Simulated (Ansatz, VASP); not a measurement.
# Cross-check of TiGe between VASP and Ansatz, part 2 of 2

One calculation is typed for both programs; each brings its own data sets. How far apart do they land? The cell is invented: As first built, before any earlier steps moved the atoms (in the runner's words): it takes the ZrC structure with all of its atoms replaced by other elements, volume scaled by an estimate. It may not be a known or stable phase. The cell is taken from a series of VASP runs on this material, whose earlier steps may have relaxed, scaled or displaced it; both programs get it as it stands. Other levels of theory on this material are compared in a session of their own. Valence electrons are named where the data sets of a main pair hold unlike numbers.

VASP 6.6.1 and Ansatz 0.2.0.

So far. Step 2 (VASP: band structure, PBE): The run ends at a pressure of -0.14 GPa.

## (6) VASP: band structure, PBEsol

Level of this step: PBEsol; plane waves and PAW (Ge_d, Ti_sv); invented cell (VASP).

The same cell, functional, mesh and smearing now go to VASP, with its own data sets.

File INCAR:

```
SYSTEM = TiGe
PREC = Accurate
ENCUT = 410
EDIFF = 1E-06
NELM = 100
ISMEAR = 0
SIGMA = 0.02
LREAL = .FALSE.
ALGO = Normal
GGA = PS
LORBIT = 11
LWAVE = .FALSE.
LCHARG = .FALSE.
KPAR = 4
```

File POSCAR:

```
TiGe
1.0
    0.0000000000      2.5938850660      2.5938850660
    2.5938850660      0.0000000000      2.5938850660
    2.5938850660      2.5938850660      0.0000000000
Ge Ti
1 1
Direct
    0.0000000000      0.0000000000      0.0000000000
    0.5000000000      0.5000000000      0.5000000000
```

File KPOINTS:

```
Automatic mesh
0
Gamma
5 5 5
0 0 0
```

File KPOINTS_OPT:

```
Line mode
16
Line-mode
Reciprocal
  0.00000000   0.00000000   0.00000000 GAMMA
  0.50000000   0.00000000   0.50000000 X

  0.50000000   0.00000000   0.50000000 X
  0.50000000   0.25000000   0.75000000 W

  0.50000000   0.25000000   0.75000000 W
  0.37500000   0.37500000   0.75000000 K

  0.37500000   0.37500000   0.75000000 K
  0.00000000   0.00000000   0.00000000 GAMMA

  0.00000000   0.00000000   0.00000000 GAMMA
  0.50000000   0.50000000   0.50000000 L

  0.50000000   0.50000000   0.50000000 L
  0.62500000   0.25000000   0.62500000 U

  0.62500000   0.25000000   0.62500000 U
  0.50000000   0.25000000   0.75000000 W

  0.50000000   0.25000000   0.75000000 W
  0.50000000   0.50000000   0.50000000 L

  0.50000000   0.50000000   0.50000000 L
  0.37500000   0.37500000   0.75000000 K

  0.62500000   0.25000000   0.62500000 U
  0.50000000   0.00000000   0.50000000 X
```

The projector-augmented-wave data sets are Ge_d and Ti_sv (PBE family, release 64).

The run is started by

```sh
mpirun -np 4 vasp_std
```

Numbers of over 12 decimals in the logs are rounded to 6 here.

Log:

```text
[banner, memory and clock lines left out]
running    4 mpi-ranks, on    1 nodes
[...]
|                                                                             |
|               ----> ADVICE to this user running VASP <----                  |
|                                                                             |
|     You enforced a specific xc type in the INCAR file but a different       |
|     [... a line on the potential file left out ...]
|     I HOPE YOU KNOW WHAT YOU ARE DOING!                                     |
|                                                                             |

 LDA part: xc-table for (Slater+PW92), standard interpolation
 POSCAR, INCAR and KPOINTS ok, starting setup
[...]
entering main loop
       N       E                     dE             d eps       ncg     rms          rms(c)
DAV:   1     0.180498677040E+03    0.18050E+03   -0.12758E+04   340   0.302E+03
DAV:   2     0.755997604503E+01   -0.17294E+03   -0.17162E+03   340   0.497E+02
[...]
1 F= -.14295339E+02 E0= -.14294907E+02  d E =-.863587E-03
 Start KPOINTS_OPT (optional k-point list driver)
k-point batch [1-10\160]
       N       E                     dE             ncg
DAV:   1    -0.182629746460E+04   -0.39659E+04      340
DAV:   2    -0.356932196007E+04   -0.17430E+04      356
DAV:   3    -0.377999311595E+04   -0.21067E+03      542
DAV:   4    -0.379292623520E+04   -0.12933E+02      429
DAV:   5    -0.379326079425E+04   -0.33456E+00      453
DAV:   6    -0.379326538553E+04   -0.45913E-02      431
DAV:   7    -0.379326553953E+04   -0.15400E-03      464
DAV:   8    -0.379326554517E+04   -0.56380E-05      414
DAV:   9    -0.379326554522E+04   -0.52984E-07      221
[...]
k-point batch [151-160\160]
       N       E                     dE             ncg
DAV:   1    -0.200128322166E+04   -0.10983E+05      364
DAV:   2    -0.361188433787E+04   -0.16106E+04      340
DAV:   3    -0.381652560032E+04   -0.20464E+03      520
DAV:   4    -0.382670793498E+04   -0.10182E+02      484
DAV:   5    -0.382711609484E+04   -0.40816E+00      520
DAV:   6    -0.382712025404E+04   -0.41592E-02      479
DAV:   7    -0.382712041390E+04   -0.15986E-03      592
DAV:   8    -0.382712041527E+04   -0.13746E-05      453
DAV:   9    -0.382712041531E+04   -0.38645E-07      352
```

OUTCAR, selected parts (step 6):

```text
  Total       -0.9979602     -0.9979602     -0.9979602      0.0000000      0.0000000     -0.0000000
  in kB      -45.8080315    -45.8080315    -45.8080315      0.0000000      0.0000000     -0.0000000
  external PRESSURE =     -45.8080315 kB  Pullay stress =       0.0000000 kB

 POSITION                                       TOTAL-FORCE (eV/Angst)
 -----------------------------------------------------------------------------------
      0.00000      0.00000      0.00000         0.000000     -0.000000      0.000000
      2.59389      2.59389      2.59389        -0.000000      0.000000      0.000000
 -----------------------------------------------------------------------------------
    total drift:                                0.000000     -0.000000     -0.000000

  FREE ENERGIE OF THE ION-ELECTRON SYSTEM (eV)
  ---------------------------------------------------
  free  energy   TOTEN  =       -14.2953391534 eV

  energy  without entropy=      -14.2944755660  energy(sigma->0) =      -14.29490736

[... 2 parts as in an earlier step ...]

[... 1 further part left out ...]
[key lines of the parts left out:]
E-fermi :   7.5543
```

At this level the cell is under a tension of 4.6 GPa, so at these settings it is away from equilibrium.

## (7) Comparison

What differs besides the data sets and the points named for the pairs above, as far as they apply: Ansatz makes its cores anew for this functional, VASP keeps those of its PBE data sets. Total energies have different zeros and are not compared.

Both answers:

| quantity | Ansatz | VASP | difference |
| --- | --- | --- | --- |
| pressure (GPa) | -4.21 | -4.58 | +0.37 |

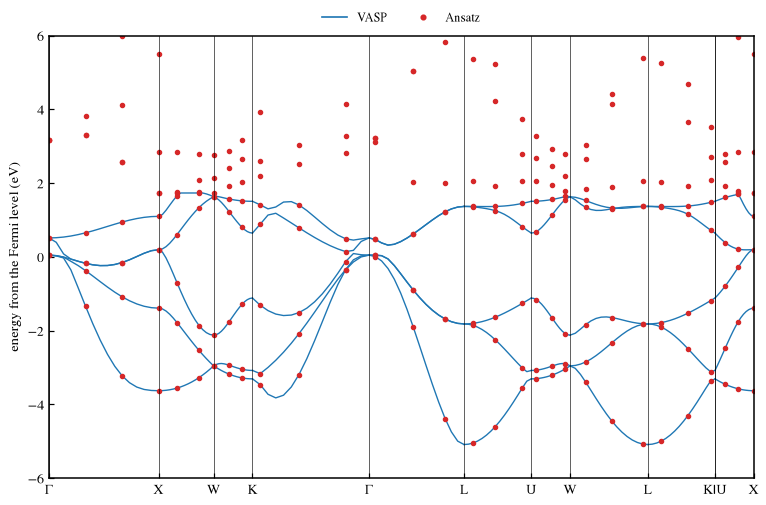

Bands from VASP (lines) and levels from Ansatz (dots). Dots without a line are higher empty bands that the VASP plot leaves out.

Levels from 3 eV below to 2 eV above the Fermi level differ by 4 meV r.m.s. and 8 meV at most; each VASP level is matched to the nearest of Ansatz, which flatters the figure a little.

## (8) VASP: band structure, PBE, spin-orbit coupling

With cell and atoms fixed, the geometry can't cause a difference; cores, projectors, grids and the points listed under the comparison can.

Edit INCAR of step 6 so:

```diff
@@ -9,3 +9,10 @@
 ALGO = Normal
-GGA = PS
+GGA = PE
+LNONCOLLINEAR = .TRUE.
+MAGMOM = 0 0 0 0 0 0
+NBANDS = 38
+GGA_COMPAT = .FALSE.
+LASPH = .TRUE.
+LSORBIT = .TRUE.
+LMAXMIX = 4
 LORBIT = 11
```

POSCAR is that of step 6.

File KPOINTS:

```
Automatic mesh
0
Gamma
7 7 7
0 0 0
```

KPOINTS_OPT is that of step 6.

The run is started by

```sh
mpirun -np 4 vasp_ncl
```

Log:

```text
[... set-up lines as in an earlier step ...]
 entering main loop
       N       E                     dE             d eps       ncg     rms          rms(c)
DAV:   1     0.263784130778E+03    0.26378E+03   -0.11025E+04  1942   0.282E+03
DAV:   2     0.305767352367E+02   -0.23321E+03   -0.22412E+03  1520   0.667E+02
DAV:   3    -0.115588858174E+02   -0.42136E+02   -0.41178E+02  1944   0.184E+02
DAV:   4    -0.154943398861E+02   -0.39355E+01   -0.38699E+01  2208   0.537E+01
[...]
DAV:  12    -0.133063007928E+02    0.81428E-05   -0.22919E-05  2154   0.696E-02    0.303E-02
DAV:  13    -0.133062930026E+02    0.77903E-05   -0.13212E-05  1598   0.427E-02    0.445E-03
DAV:  14    -0.133062931164E+02   -0.11385E-06   -0.16352E-06  1458   0.106E-02
   1 F= -.13306293E+02 E0= -.13306194E+02  d E =-.198094E-03  mag=     0.0000    -0.0000     0.0000
 Start KPOINTS_OPT (optional k-point list driver)
k-point batch [1-20\160]
       N       E                     dE             ncg
DAV:   1    -0.207751450610E+04   -0.11804E+05     1914
DAV:   2    -0.669364246783E+04   -0.46161E+04     1526
DAV:   3    -0.750330870816E+04   -0.80967E+03     1948
DAV:   4    -0.757836882441E+04   -0.75060E+02     1974
[...]
DAV:   8    -0.758309894488E+04   -0.56725E-04     1762
DAV:   9    -0.758309894691E+04   -0.20281E-05     1406
DAV:  10    -0.758309894701E+04   -0.99886E-07     1084
[...]
k-point batch [141-160\160]
       N       E                     dE             ncg
DAV:   1    -0.215189208323E+04   -0.20235E+05     1928
DAV:   2    -0.676301690011E+04   -0.46111E+04     1520
DAV:   3    -0.758979672084E+04   -0.82678E+03     1972
DAV:   4    -0.765334133942E+04   -0.63545E+02     2162
[...]
DAV:   8    -0.765731824851E+04   -0.44914E-04     1790
DAV:   9    -0.765731825049E+04   -0.19836E-05     1306
DAV:  10    -0.765731825061E+04   -0.12096E-06     1054
```

From OUTCAR (step 8):

```text
  Total       -0.0178564     -0.0178564     -0.0178564     -0.0000000     -0.0000000      0.0000000
  in kB       -0.8196364     -0.8196364     -0.8196364     -0.0000000     -0.0000000      0.0000000
  external PRESSURE =      -0.8196364 kB  Pullay stress =       0.0000000 kB

 POSITION                                       TOTAL-FORCE (eV/Angst)
 -----------------------------------------------------------------------------------
      0.00000      0.00000      0.00000         0.000000      0.000000      0.000000
      2.59389      2.59389      2.59389        -0.000000     -0.000000     -0.000000
 -----------------------------------------------------------------------------------
    total drift:                               -0.000000     -0.000000     -0.000000

  FREE ENERGIE OF THE ION-ELECTRON SYSTEM (eV)
  ---------------------------------------------------
  free  energy   TOTEN  =       -13.3062931164 eV

  energy  without entropy=      -13.3060950228  energy(sigma->0) =      -13.30619407

 magnetization (x)
# of ion       s       p       d       tot
------------------------------------------
    1        0.000   0.000   0.000   0.000
    2        0.000  -0.000   0.000   0.000
--------------------------------------------------
tot          0.000  -0.000   0.000   0.000

 magnetization (y)
# of ion       s       p       d       tot
------------------------------------------
    1        0.000  -0.000   0.000   0.000
    2        0.000   0.000   0.000   0.000
--------------------------------------------------
tot          0.000   0.000   0.000   0.000

 magnetization (z)
# of ion       s       p       d       tot
------------------------------------------
    1        0.000   0.000   0.000   0.000
    2        0.000   0.000   0.000   0.000
--------------------------------------------------
tot          0.000   0.000   0.000   0.000

[... 1 part as in an earlier step ...]

[... 2 further parts left out ...]
[key lines of the parts left out:]
E-fermi :   7.5973
```

The run ends at a pressure of -0.08 GPa.

## (9) Ansatz: band structure, PBE, spin-orbit coupling

The same cell, functional, mesh and smearing now go to Ansatz, which takes its cutoff from its data sets.

The cell is taken from a series of VASP runs on this material, whose earlier steps may have relaxed, scaled or displaced it; both programs get it as it stands.

File input.yaml:

```yaml
crystal:
  lattice:
    - [0.0, 2.593885066, 2.593885066]
    - [2.593885066, 0.0, 2.593885066]
    - [2.593885066, 2.593885066, 0.0]
  atoms:
    - { symbol: Ge, position: [0.0, 0.0, 0.0] }
    - { symbol: Ti, position: [0.5, 0.5, 0.5] }
hamiltonian:
  xc: pbe
  pseudopotentials: { kind: paw_fr }
magnetization:
  noncollinear: true
  spin_orbit: true
kpoints:
  mp_grid: { grid: [7, 7, 7] }
  band_path:
    path:
      - [0.0, 0.0, 0.0]
      - [0.16667, 0.0, 0.16667]
      - [0.33333, 0.0, 0.33333]
      - [0.5, 0.0, 0.5]
      - [0.5, 0.08333, 0.58333]
      - [0.5, 0.18333, 0.68333]
      - [0.5, 0.25, 0.75]
      - [0.45, 0.3, 0.75]
      - [0.40833, 0.34167, 0.75]
      - [0.35, 0.35, 0.7]
      - [0.225, 0.225, 0.45]
      - [0.075, 0.075, 0.15]
      - [0.03333, 0.03333, 0.03333]
      - [0.23333, 0.23333, 0.23333]
      - [0.4, 0.4, 0.4]
      - [0.51667, 0.46667, 0.51667]
      - [0.55833, 0.38333, 0.55833]
      - [0.60833, 0.28333, 0.60833]
      - [0.60833, 0.25, 0.64167]
      - [0.55833, 0.25, 0.69167]
      - [0.51667, 0.25, 0.73333]
      - [0.5, 0.3, 0.7]
      - [0.5, 0.38333, 0.61667]
      - [0.5, 0.48333, 0.51667]
      - [0.475, 0.475, 0.55]
      - [0.425, 0.425, 0.65]
      - [0.38333, 0.38333, 0.73333]
      - [0.59167, 0.18333, 0.59167]
      - [0.55, 0.1, 0.55]
      - [0.5, 0.0, 0.5]
    npoints: 1
scf:
  occupations: { method: gaussian, width: 0.02 }
  n_extra_bands: 14
output:
  forces: true
  stress: true
  eigenvalues: true
```

The run is started by

```sh
ansatz run input.yaml --threads 2 --pin off --max-ram 4608MiB --backend cpu --events-out ev --progress --plain --runs-dir out
```

Log:

```text
[...]
non-collinear run that drives no moment, with spin-orbit: no starting moment large enough to seed its density (crystal.atoms[].spin), no starting occupations that ask for one, no magnetisation constraint and no magnetic field, so the semilocal B_xc is pinned to zero
Crystal: 2 atoms, lattice volume = 34.905 Å³
[...]
k-point 1: bands = [... 22 lower, 12.1835, 12.1835, 12.2010, 12.2010, 12.8523, 12.8523, 12.8620, 12.8620, ... 10 higher]
  k-point 2: bands = [... 22 lower, 11.2479, 11.2479, 11.2986, 11.2986, 13.3211, 13.3211, 13.3260, 13.3260, ... 10 higher]
  k-point 19: bands = [... 22 lower, 9.4145, 9.4145, 10.7725, 10.7725, 13.7295, 13.7295, 13.9914, 13.9914, ... 10 higher]
[key lines of the parts left out:]
SCF converged after 7 iterations
Magnetization: |M| = 0.0000 μB,  M = (+0.0000, +0.0000, +0.0000) μB
Free energy (F): -6795.768375 eV
Fermi energy:    12.398104 eV
P = ⅓ Tr σ = 0.2444 GPa (2.444 kbar)
```

The job ended after 10 s (2 threads of Arm Neoverse N1, shared host; peak memory 0.45 GiB).

## (10) Side by side

What differs besides the data sets and the points named for the pairs above, as far as they apply: spin-orbit coupling enters by fully relativistic files in Ansatz and inside the spheres in VASP. Total energies have different zeros and are not compared.

Both answers:

| quantity | Ansatz | VASP | difference |
| --- | --- | --- | --- |
| pressure (GPa) | 0.24 | -0.08 | +0.33 |

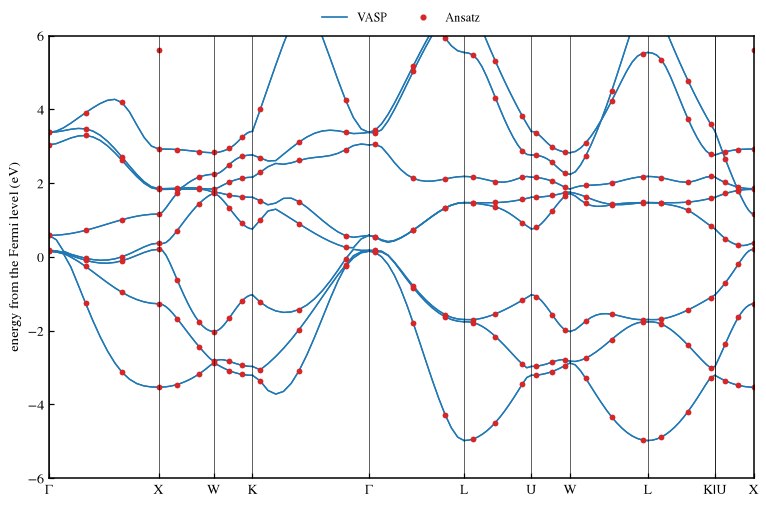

Bands from VASP (lines) and levels from Ansatz (dots). Dots without a line are higher empty bands that the VASP plot leaves out.

Levels from 3 eV below to 2 eV above the Fermi level differ by 3 meV r.m.s. and 6 meV at most; each VASP level is matched to the nearest of Ansatz, which flatters the figure a little.

## (11) Summary of results

```yaml
r_m_s_difference_of_levels_near_the_fermi_level_band_structure_pbe: 4.3 meV
r_m_s_difference_of_levels_near_the_fermi_level_band_structure_pbesol: 3.6 meV
r_m_s_difference_of_levels_near_the_fermi_level_band_structure_pbe_spin_orbit_coupling: 2.6 meV
```

In words: The r.m.s. difference of levels near the Fermi level is 4.3 meV (band structure, PBE), within the 80 meV picked in this series as the mark of a large difference. 3 further runs of this series are not shown here. How closely two codes agree says nothing of how well the functional describes the real material.

[Lines on the potential files, build, host, timing and source positions are cut from VASP's logs without a mark.]

[Logs are printed without paths, hosts, clocks, repeated set-up lines and the standing remarks that a program may print on its own settings, such as how far it seeks lower states.]

[Hosts, paths, dates, database ids (printed as entryN), source tags and the programs' standing remarks are cut or masked in the printed files.]
